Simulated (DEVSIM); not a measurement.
System: Co/SiO2/p-Si capacitor, at 250 K.

| layer (left to right) | material | thickness (nm) | Na (cm⁻³) |
|---|---|---|---|
| 1 | SiO2 | 1.30 | - |
| 2 | Si | 4700 | 1.5e16 |

Metal gate on the left, work function 5 eV. Fixed charge at the semiconductor interface -8.8e11 cm⁻² (in units of +e); no interface traps.

Constants are typed, rounded textbook-type inputs, not results; the design itself was drawn at random and stands for no fabricated device. Values at 300 K; Nc and Nv go as T^1.5, mobilities as T to minus their exponent, the gap by Varshni's rule with the affinity fixed.

```tsv
parameter	SiO2	Si
gap (eV)	9	1.124
affinity (eV)	0.9	4.05
permittivity	3.9	11.7
Nc (cm⁻³)	-	2.86e19
Nv (cm⁻³)	-	3.1e19
Varshni α (eV/K)	-	0.000473
Varshni β (K)	-	636
```

Simulated with DEVSIM: 1D Poisson equation in equilibrium, Boltzmann statistics, complete ionisation; no quantum confinement or tunnelling. Metal contacts follow the ideal Schottky-Mott rule: no Fermi-level pinning, no interface dipoles.

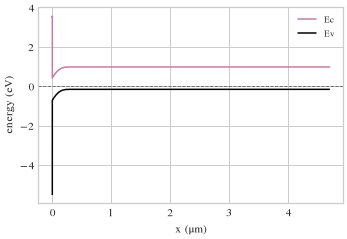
Figure. Band edges at 0.6 V on the gate

Energies count from the Fermi level of the right contact; mesh points crowd at the junctions.

```
x (μm)     Ec (eV)  Ev (eV)  n (cm⁻³)  p (cm⁻³)  field (V/cm)
---------  -------  -------  --------  --------  ------------
0.000        3.500   -5.500     < 1e2     < 1e2        560000
0.0006348    3.535   -5.465     < 1e2     < 1e2        560000
0.001272     3.571   -5.429     < 1e2     < 1e2        450000
0.002425     0.428   -0.709    5.2e10    120000         50000
0.006245     0.446   -0.690    2.2e10    290000         49000
0.01301      0.479   -0.657     4.9e9   1300000         47000
0.02635      0.539   -0.597     2.9e8     2.2e7         44000
0.07017      0.710   -0.426    110000    6.0e10         34000
0.1428       0.894   -0.242     < 1e2    3.1e14         17000
0.3008       0.977   -0.159     < 1e2    1.4e16           290
0.6127       0.978   -0.159     < 1e2    1.5e16           ≈ 0
1.637        0.978   -0.159     < 1e2    1.5e16           ≈ 0
3.027        0.978   -0.159     < 1e2    1.5e16           ≈ 0
3.907        0.978   -0.159     < 1e2    1.5e16           ≈ 0
4.395        0.978   -0.159     < 1e2    1.5e16           ≈ 0
4.556        0.978   -0.159     < 1e2    1.5e16           ≈ 0
4.631        0.978   -0.159     < 1e2    1.5e16           ≈ 0
4.668        0.978   -0.159     < 1e2    1.5e16           ≈ 0
4.689        0.978   -0.159     < 1e2    1.5e16           ≈ 0
4.696        0.978   -0.159     < 1e2    1.5e16           ≈ 0
4.699        0.978   -0.159     < 1e2    1.5e16           ≈ 0
4.701        0.978   -0.159     < 1e2    1.5e16           ≈ 0
```
